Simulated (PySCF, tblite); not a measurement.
**AlH6O3PSi2, a small gas-phase stand-in for a defect centre: NMR shifts, core binding energies and electronic excitations**

What NMR shifts, core binding energies and electronic excitations should one expect for `[OH][Al]([OH])[O][Si]P[SiH3]`? It is drawn as: twofold Si.

Computed with tblite 0.8.0 and PySCF 2.14.0; each step states its level. No surroundings beyond the atoms listed, unless a continuum is named. Atoms count from 0, parts from 1.

### 1 The system as given

13 atoms, charge 0, multiplicity 1; geometry: distance geometry start.

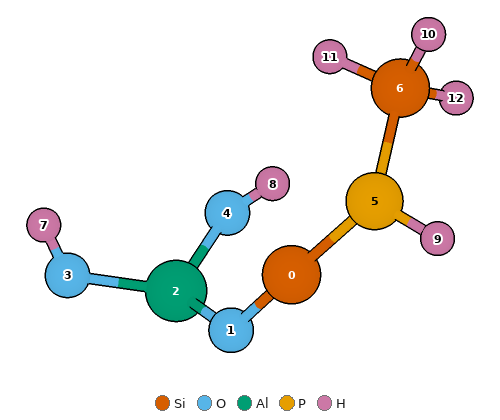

The starting geometry (silicon orange, oxygen blue, aluminium teal, phosphorus amber, hydrogen pink), atoms numbered.

### 2 Geometry optimisation with GFN2-xTB

What the job is given:

```
{"job": {"kind": "relax", "xc": "GFN2-xTB", "basis": "xTB"}, "charge": 0, "multiplicity": 1}
Si     0.973138     0.674051    -1.265473
O      0.868077     2.262989    -2.080066
Al    -0.397053     3.563021    -1.756955
O     -1.806505     3.686776    -3.007525
O     -0.890102     3.796737     0.042180
P      1.101603    -1.035218     0.035181
Si    -0.115729    -0.953658     1.855729
H     -2.688776     3.316457    -2.870388
H     -0.710220     3.161128     0.747117
H      2.346203    -1.584897     0.185822
H     -0.365510    -2.295831     2.313606
H     -1.370039    -0.343003     1.551715
H      0.547737    -0.228345     2.830483
```

Level: GFN2-xTB geometry optimisation, gas phase.

Run with:

```
$ OMP_NUM_THREADS=1 python cluster_run.py task.json out
```

The driver reads the jobs from task.json and runs them one after another.

The log of the run:

```text
step      E/eV     max force
  0    -608.81787    5.408
  1    -609.64126    3.840
  2    -610.52914    3.852
  3    -610.95967    2.192
  4    -611.21746    2.283
  5    -611.34071    1.300
  6    -611.50167    1.454
  7    -611.78422    2.131
  8    -611.96796    1.427
  9    -612.08318    0.863
 10    -612.16826    0.748
 11    -612.21290    0.950
 12    -612.32116    1.134
 13    -612.39229    0.636
 14    -612.41928    0.458
 15    -612.44477    0.464
 16    -612.47552    0.496
 17    -612.50072    0.396
 18    -612.51712    0.368
 19    -612.52815    0.297
 20    -612.53929    0.344
 21    -612.55307    0.392
 22    -612.57243    0.454
 23    -612.58752    0.373
 24    -612.59961    0.252
 25    -612.60503    0.411
 26    -612.61054    0.185
 27    -612.61488    0.153
 28    -612.62012    0.227
 29    -612.62643    0.271
 30    -612.63484    0.239
 31    -612.64047    0.134
 32    -612.64329    0.153
 33    -612.64576    0.153
 34    -612.64733    0.606
 35    -612.65393    0.311
 36    -612.65975    0.211
 37    -612.66668    0.245
 38    -612.66929    0.189
 39    -612.67398    0.203
 40    -612.68006    0.376
 41    -612.69024    0.517
 42    -612.69999    0.456
 43    -612.70740    0.259
 44    -612.71205    0.207
 45    -612.71607    0.292
 46    -612.72119    0.320
 47    -612.72709    0.232
 48    -612.73300    0.318
 49    -612.73841    0.272
 50    -612.74268    0.311
 51    -612.74588    0.216
 52    -612.74766    0.114
 53    -612.75021    0.138
 54    -612.75357    0.213
 55    -612.75773    0.312
 56    -612.76242    0.327
 57    -612.76584    0.175
 58    -612.76704    0.102
 59    -612.76815    0.103
 60    -612.76992    0.104
 61    -612.77235    0.179
 62    -612.77499    0.116
 63    -612.77757    0.265
 64    -612.77974    0.163
 65    -612.78254    0.115
 66    -612.78424    0.120
 67    -612.78597    0.155
 68    -612.78795    0.143
 69    -612.79038    0.117
 70    -612.79277    0.109
 71    -612.79523    0.094
 72    -612.79729    0.122
 73    -612.79876    0.105
 74    -612.79975    0.063
 75    -612.80035    0.065
 76    -612.80095    0.099
 77    -612.80210    0.144
 78    -612.80391    0.169
 79    -612.80592    0.233
 80    -612.80733    0.087
 81    -612.80866    0.155
 82    -612.80954    0.089
 83    -612.81013    0.070
 84    -612.81104    0.094
 85    -612.81209    0.087
 86    -612.81380    0.156
 87    -612.81569    0.154
 88    -612.81702    0.109
 89    -612.81771    0.065
 90    -612.81810    0.058
 91    -612.81888    0.081
 92    -612.82015    0.093
 93    -612.82121    0.076
 94    -612.82192    0.074
 95    -612.82262    0.069
 96    -612.82356    0.086
 97    -612.82485    0.127
 98    -612.82644    0.121
 99    -612.82790    0.074
100    -612.82911    0.077
101    -612.82996    0.072
102    -612.83074    0.224
103    -612.83178    0.097
104    -612.83314    0.092
105    -612.83512    0.123
106    -612.83743    0.161
107    -612.84128    0.191
108    -612.84543    0.198
109    -612.85104    0.254
110    -612.85684    0.323
111    -612.87167    0.414
112    -612.88207    0.518
113    -612.90513    0.562
114    -612.91801    0.489
115    -612.94430    0.317
116    -612.95815    0.338
117    -612.96967    0.359
118    -612.98526    0.326
119    -612.98242    0.869
120    -612.97163    1.244
121    -612.99933    0.368
122    -613.01055    0.278
123    -613.01501    0.179
124    -613.02283    0.212
125    -613.03140    0.190
126    -613.03501    0.164
127    -613.03871    0.157
128    -613.04421    0.165
129    -613.05069    0.283
130    -613.05751    0.244
131    -613.06491    0.263
132    -613.06718    0.476
133    -613.07275    0.229
134    -613.07803    0.120
135    -613.08547    0.267
136    -613.08867    0.316
137    -613.09116    0.157
138    -613.09255    0.162
139    -613.09365    0.096
140    -613.09449    0.096
141    -613.09535    0.102
142    -613.09595    0.087
143    -613.09652    0.038
144    -613.09679    0.071
145    -613.09705    0.038
146    -613.09729    0.036
147    -613.09747    0.032
148    -613.09760    0.030
149    -613.09771    0.025
150    -613.09779    0.019
151    -613.09786    0.018
152    -613.09792    0.017
153    -613.09797    0.017
154    -613.09801    0.019
155    -613.09807    0.019
156    -613.09813    0.018
157    -613.09820    0.021
158    -613.09828    0.021
159    -613.09834    0.017
160    -613.09838    0.012
161    -613.09841    0.011
162    -613.09843    0.013
163    -613.09845    0.012
164    -613.09847    0.012
165    -613.09849    0.016
166    -613.09852    0.020
167    -613.09855    0.023
168    -613.09861    0.024
169    -613.09869    0.032
170    -613.09879    0.043
171    -613.09892    0.049
172    -613.09906    0.048
173    -613.09924    0.042
174    -613.09945    0.041
175    -613.09968    0.056
176    -613.09991    0.073
177    -613.10013    0.084
178    -613.10032    0.048
179    -613.10046    0.037
180    -613.10057    0.037
181    -613.10068    0.031
182    -613.10084    0.039
183    -613.10106    0.040
184    -613.10125    0.043
185    -613.10138    0.027
186    -613.10145    0.019
187    -613.10150    0.026
188    -613.10154    0.015
189    -613.10158    0.018
190    -613.10161    0.014
191    -613.10164    0.012
192    -613.10168    0.010
193    -613.10171    0.013
194    -613.10174    0.018
195    -613.10177    0.020
196    -613.10183    0.026
197    -613.10190    0.031
198    -613.10200    0.028
199    -613.10208    0.027
200    -613.10218    0.032
201    -613.10218    0.032
202    -613.09639    0.780
203    -613.10339    0.071
204    -613.10394    0.051
205    -613.10484    0.078
206    -613.10425    0.360
207    -613.10592    0.127
208    -613.10625    0.130
209    -613.10653    0.127
210    -613.10706    0.201
211    -613.10737    0.151
212    -613.10756    0.122
213    -613.10781    0.068
214    -613.10793    0.082
215    -613.10802    0.036
216    -613.10807    0.017
217    -613.10809    0.017
218    -613.10810    0.008
219    -613.10810    0.006
```

Wall time 4.4 s (1 thread of Arm Neoverse V1, shared host).

Relaxation path:

```
step  energy from step 0 (eV)  largest force (eV/Å)
   0                   0.0000                5.4075
   9                  -3.2653                0.8631
  18                  -3.6993                0.3679
  27                  -3.7970                0.1525
  36                  -3.8419                0.2110
  45                  -3.8982                0.2917
  54                  -3.9357                0.2129
  63                  -3.9597                0.2652
  72                  -3.9794                0.1215
  81                  -3.9908                0.1544
  90                  -4.0002                0.0572
  99                  -4.0100                0.0743
 108                  -4.0276                0.1985
 117                  -4.1518                0.3591
 126                  -4.2171                0.1640
 135                  -4.2676                0.2674
 144                  -4.2789                0.0709
 153                  -4.2801                0.0168
 162                  -4.2806                0.0134
 171                  -4.2811                0.0491
 180                  -4.2827                0.0362
 189                  -4.2837                0.0180
 198                  -4.2841                0.0285
 207                  -4.2880                0.1274
 216                  -4.2902                0.0173
 219                  -4.2902                0.0065
```

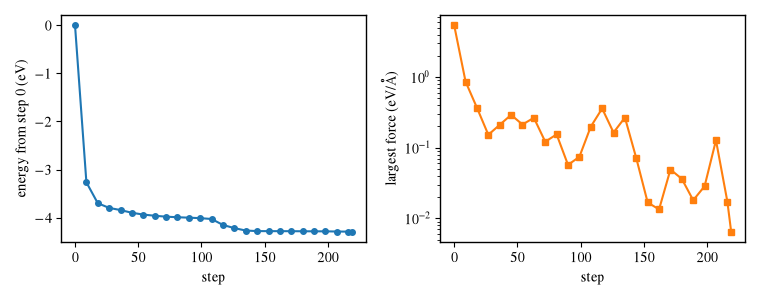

Energy and largest force along the relaxation.

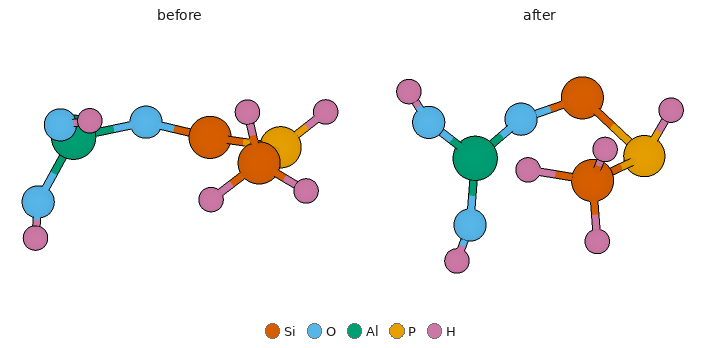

Before and after, at one scale.

Close pairs (by a distance rule), those that changed most:

```csv
bond,before (Å),after (Å),change (Å)
Al2–H11,5.211,1.807,-3.404
Al2–O3,1.888,1.645,-0.244
Al2–O4,1.880,1.645,-0.235
Si0–O1,1.789,1.584,-0.204
Si0–P5,2.152,2.318,+0.167
Si6–H11,1.428,1.564,+0.136
O1–Al2,1.843,1.722,-0.121
Si6–H12,1.384,1.464,+0.079
```

### 3 Optimising the geometry at PBE0-D3(BJ)/def2-SVP

What the job is given:

```
{"job": {"xc": "PBE0", "basis": "def2-SVP", "d3": "d3bj", "grid": 2, "kind": "geom", "shake": 0.01}, "charge": 0, "multiplicity": 1}
Si     2.324269    -0.136100    -1.168947
O      1.090938     0.904376    -1.058401
Al    -0.497385     1.358143    -0.531349
O     -1.654784     0.805584    -1.489604
O     -0.562722     2.626506     0.505907
P      1.451184    -2.134266    -0.441168
Si    -0.131203    -1.482417     0.923307
H     -2.427723     0.726720    -2.050067
H     -0.295292     3.345219     1.099960
H      2.447474    -2.270359     0.530529
H     -1.365204    -2.250908     0.671014
H     -0.542842     0.009318     0.680614
H      0.173498    -1.519187     2.335611
```

The log of the run:

```text
step   0  E = -1390.96245656  max force = 0.048318
step   1  E = -1390.97454185  max force = 0.011334
step   2  E = -1390.97573569  max force = 0.005647
step   3  E = -1390.97675223  max force = 0.006057
step   4  E = -1390.97638202  max force = 0.012195
step   5  E = -1390.97915627  max force = 0.004264
step   6  E = -1390.97953458  max force = 0.003046
step   7  E = -1390.97996738  max force = 0.001998
step   8  E = -1390.98014316  max force = 0.002545
step   9  E = -1390.98119747  max force = 0.005801
step  10  E = -1390.98153059  max force = 0.003075
step  11  E = -1390.98178039  max force = 0.002513
step  12  E = -1390.98202854  max force = 0.002568
step  13  E = -1390.98213786  max force = 0.002144
step  14  E = -1390.98218023  max force = 0.001148
step  15  E = -1390.98220082  max force = 0.000449
step  16  E = -1390.98220557  max force = 0.000362
optimisation converged
```

Run time: 4.4 min. Hardware: 1 thread of Arm Neoverse V1, shared host; peak memory 0.74 GiB.

Relaxation path: (the energy doesn't fall at every step)

| step | energy from step 0 (eV) | largest force component (eV/Å) |
| --- | --- | --- |
| 0 | 0.0000 | 2.4846 |
| 1 | -0.3289 | 0.5828 |
| 2 | -0.3613 | 0.2904 |
| 3 | -0.3890 | 0.3115 |
| 4 | -0.3789 | 0.6271 |
| 5 | -0.4544 | 0.2193 |
| 6 | -0.4647 | 0.1566 |
| 7 | -0.4765 | 0.1027 |
| 8 | -0.4813 | 0.1309 |
| 9 | -0.5100 | 0.2983 |
| 10 | -0.5190 | 0.1581 |
| 11 | -0.5258 | 0.1292 |
| 12 | -0.5326 | 0.1321 |
| 13 | -0.5356 | 0.1102 |
| 14 | -0.5367 | 0.0590 |
| 15 | -0.5373 | 0.0231 |
| 16 | -0.5374 | 0.0186 |

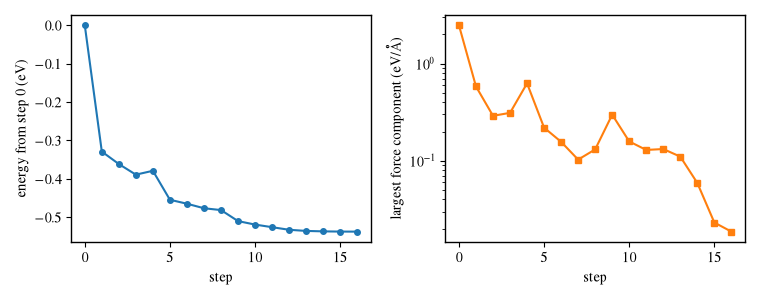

Energy and largest force along the relaxation.

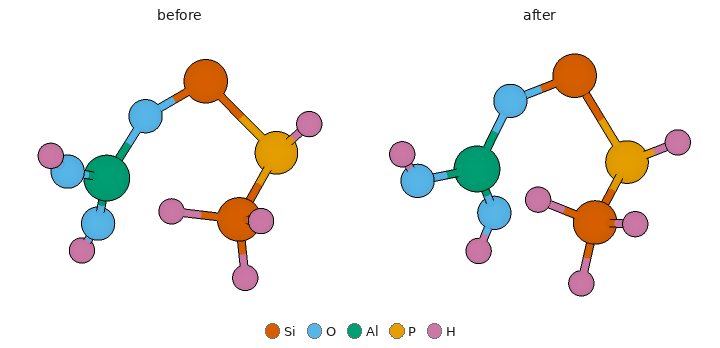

The geometry before (left) and after (right).

Distances of close pairs at the start and the end, largest changes first:

| bond | before (Å) | after (Å) | change (Å) |
| --- | --- | --- | --- |
| Al2–H11 | 1.814 | 1.950 | +0.136 |
| Al2–O3 | 1.601 | 1.706 | +0.105 |
| Si0–P5 | 2.299 | 2.360 | +0.061 |
| Al2–O4 | 1.640 | 1.695 | +0.055 |
| Si6–H12 | 1.445 | 1.495 | +0.050 |
| P5–Si6 | 2.189 | 2.227 | +0.039 |
| P5–H9 | 1.398 | 1.430 | +0.032 |
| Si6–H11 | 1.566 | 1.541 | -0.025 |

The final coordinates are the input of the step that follows.

```csv
at the end point,value
point group (found at 0.08 Å tolerance),C1
"rotational constants (GHz, main isotopes)","1.649, 0.988, 0.749"
dipole moment (D),1.97
```

### 4 Shielding tensors: PBE0/pcSseg-1

What the job is given:

```
{"job": {"kind": "nmr", "xc": "PBE0", "basis": "pcSseg-1"}, "charge": 0, "multiplicity": 1}
Si     2.487620    -0.093472    -0.950556
O      1.440788     1.156703    -0.759074
Al    -0.267265     1.340448    -0.507236
O     -1.173004     0.236236    -1.439636
O     -0.938633     2.757345     0.137232
P      1.093269    -1.979715    -0.693940
Si    -0.283669    -1.305858     0.922079
H     -2.127850     0.203747    -1.508974
H     -0.449428     3.478333     0.533678
H      2.030640    -2.636831     0.163133
H     -1.723436    -1.631731     0.746373
H     -0.242351     0.225209     1.092193
H      0.163895    -1.767176     2.271938
```

With the program's defaults for keys left out, this is: GIAO PBE0/pcSseg-1 NMR shielding, non-relativistic, gas phase.

The log of the run:

```text
coarse grid: 13480 points
cycle   1  E = -1391.0554317631  dE =  6.127e-01  |g| = 1.321e+00  |ddm| = 3.543e+00
cycle   2  E = -1390.1547546010  dE =  9.007e-01  |g| = 2.452e+00  |ddm| = 2.991e+00
cycle   3  E = -1391.3578938628  dE = -1.203e+00  |g| = 2.880e-01  |ddm| = 2.304e+00
cycle   4  E = -1391.3710835226  dE = -1.319e-02  |g| = 1.726e-01  |ddm| = 3.739e-01
cycle   5  E = -1391.3766587447  dE = -5.575e-03  |g| = 2.037e-02  |ddm| = 1.377e-01
cycle   6  E = -1391.3767603152  dE = -1.016e-04  |g| = 7.708e-03  |ddm| = 4.096e-02
cycle   7  E = -1391.3767765728  dE = -1.626e-05  |g| = 1.803e-03  |ddm| = 1.386e-02
cycle   8  E = -1391.3767773976  dE = -8.248e-07  |g| = 5.834e-04  |ddm| = 3.150e-03
final grid: 113528 points
cycle   9  E = -1391.4460833054  dE = -1.786e-05  |g| = 9.918e-03  |ddm| = 1.943e-02
cycle  10  E = -1391.4460555848  dE =  2.772e-05  |g| = 1.591e-02  |ddm| = 1.670e-02
cycle  11  E = -1391.4460997530  dE = -4.417e-05  |g| = 1.228e-03  |ddm| = 1.040e-02
cycle  12  E = -1391.4461000547  dE = -3.017e-07  |g| = 3.955e-04  |ddm| = 1.449e-03
cycle  13  E = -1391.4461000845  dE = -2.982e-08  |g| = 8.463e-05  |ddm| = 3.544e-04
cycle  14  E = -1391.4461000859  dE = -1.389e-09  |g| = 2.300e-05  |ddm| = 1.302e-04
cycle  15  E = -1391.4461000861  dE = -1.819e-10  |g| = 5.330e-06  |ddm| = 4.584e-05
converged SCF energy = -1391.4461000861

GIAO shielding tensors (ppm)
atom      isotropic    diamagn.    paramagn.     s11        s22        s33       span
  0 Si      -8.038     875.917    -883.955   -587.367    269.165    294.087    881.453
  1 O       42.782     400.014    -357.232   -163.686    -43.717    335.751    499.438
  2 Al     488.861     795.979    -307.118    422.562    485.678    558.344    135.782
  3 O      299.818     389.679     -89.861    260.820    300.598    338.037     77.217
  4 O      314.093     388.003     -73.910    281.172    305.105    356.001     74.830
  5 P      452.885     969.887    -517.003    202.330    512.113    644.211    441.881
  6 Si     416.852     880.629    -463.777    390.635    416.688    443.234     52.599
  7 H       30.078      31.821      -1.743     22.299     23.487     44.448     22.150
  8 H       29.527      30.634      -1.107     21.512     22.927     44.141     22.629
  9 H       28.713      30.905      -2.192     24.369     27.050     34.720     10.350
 10 H       26.932      29.912      -2.980     23.049     25.261     32.485      9.435
 11 H       27.906      33.468      -5.561     24.485     28.710     30.523      6.038
 12 H       26.778      29.554      -2.776     22.619     24.585     33.130     10.511
```

It took 40 s on 1 thread of Arm Neoverse V1, shared host; peak memory 0.9 GiB.

The references, computed at this level on geometries of the same kind, shield at (ppm): $^{1}$H TMS 31.27, $^{29}$Si TMS 352.0, $^{17}$O H2O 334.6, $^{31}$P H3PO4 310.1, $^{27}$Al AlH4- 489.3. Their shielding less the atom's gives the shift. The references are single molecules in the gas phase, so shifts against H2O, NH3, PH3, H3PO4 or CFCl3 are not on the usual liquid scales and can be off by tens of ppm. Shifts against hydride references such as AlH4− lie on their own scale.

```csv
atoms,environment,σ (ppm),δ (ppm)
H12,hydrogen on a silicon bonded to P,26.78,4.49
H10,hydrogen on a silicon bonded to P,26.93,4.34
H11,hydrogen on a silicon bonded to P,27.91,3.36
H9,hydrogen on a phosphorus bonded to 2 Si,28.71,2.55
H8,hydrogen on an oxygen bonded to Al,29.53,1.74
H7,hydrogen on an oxygen bonded to Al,30.08,1.19
Si0,"silicon bonded to O, P",-8.0,360.0
Si6,"silicon bonded to P, 3 H",416.9,-64.9
O1,"oxygen bonded to Al, Si",42.8,291.8
O3,"oxygen bonded to Al, H",299.8,34.7
O4,"oxygen bonded to Al, H",314.1,20.5
Al2,aluminium bonded to 3 O,488.9,0.4
P5,"phosphorus bonded to 2 Si, H",452.9,-142.8
```

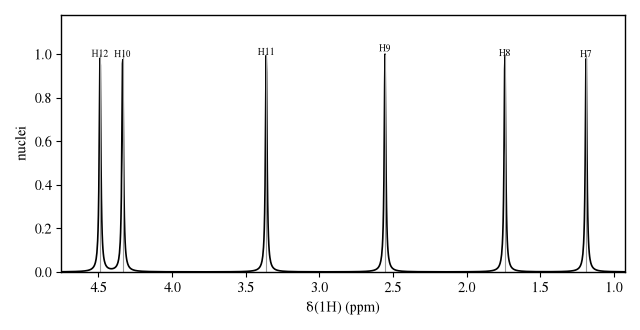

$^{1}$H lines at the computed shifts, without couplings. Lines are broadened to a width of 0.01 ppm (Lorentzian).

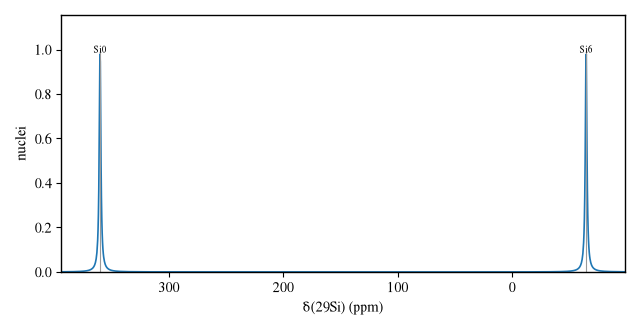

$^{29}$Si lines at the computed shifts, without couplings. Lines are broadened to a width of 2 ppm (Lorentzian).

Charges from the same density, by scheme (e):

| atoms | Mulliken | IAO | Hirshfeld | ESP fit |
| --- | --- | --- | --- | --- |
| Si0 | 0.59 | 0.57 | 0.25 | 0.14 |
| O1 | -0.80 | -0.85 | -0.37 | -0.47 |
| Al2 | 1.30 | 1.29 | 0.59 | 1.20 |
| O3 | -0.65 | -0.83 | -0.37 | -0.66 |
| O4 | -0.64 | -0.82 | -0.39 | -0.90 |
| P5 | -0.43 | -0.23 | -0.10 | -0.31 |
| Si6 | 0.30 | 0.48 | 0.27 | 0.27 |

Mulliken charges:

Si0 0.59; O1 -0.80; Al2 1.30; O3 -0.65; O4 -0.64; P5 -0.43; Si6 0.30; H7 0.26; H8 0.26; H9 0.08; H10 -0.02; H11 -0.19; H12 -0.03

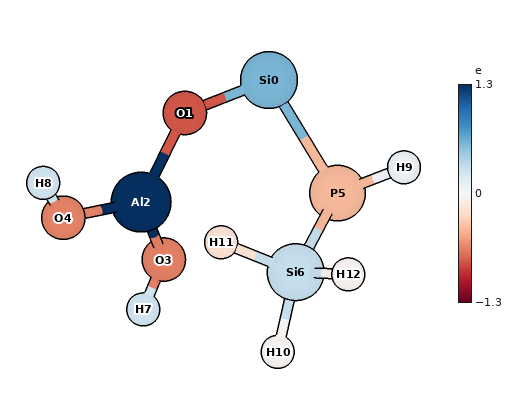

Mulliken charges, as colours on the atoms.

Mayer bond orders: Si0–O1 1.07, O1–Al2 0.73, Al2–O3 0.88, Al2–O4 1.00, Si0–P5 0.83, P5–Si6 1.01.

Orbitals, density, ELF and potential are computed afterwards from the orbital file.

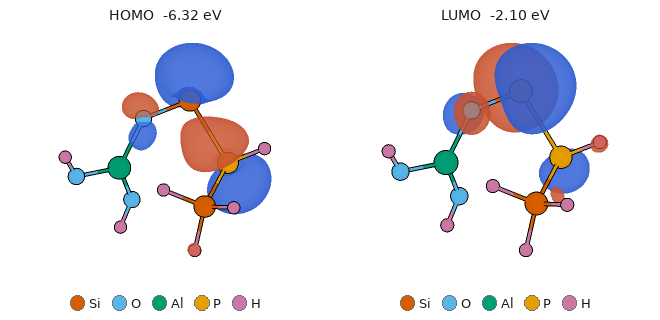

PBE0/pcSseg-1 orbitals near the gap, drawn at the value that encloses 70 % of each; the two colours are the two signs.

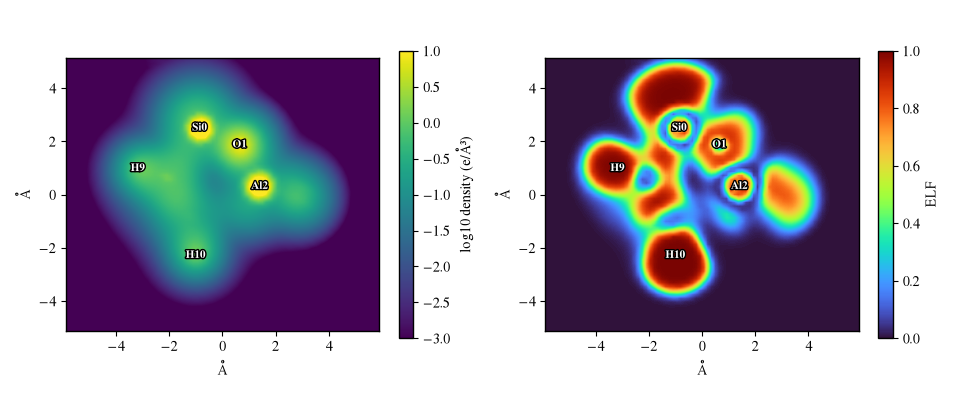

Density (left) and ELF (right) in a plane through or near 5 of the atoms.

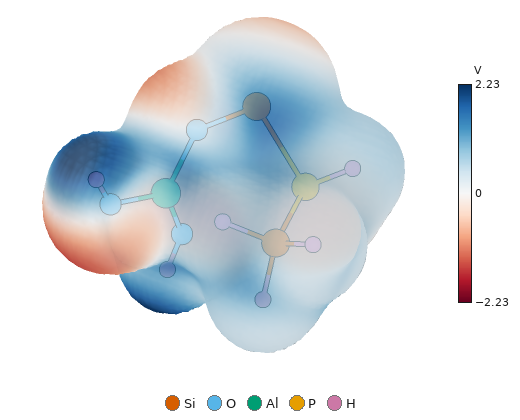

Electrostatic potential on the surface of density 0.002 e/bohr³; red is low, blue high. It runs from -1.40 V near O3 to 2.23 V near H7.

(Part 1 of 2 ends here.)
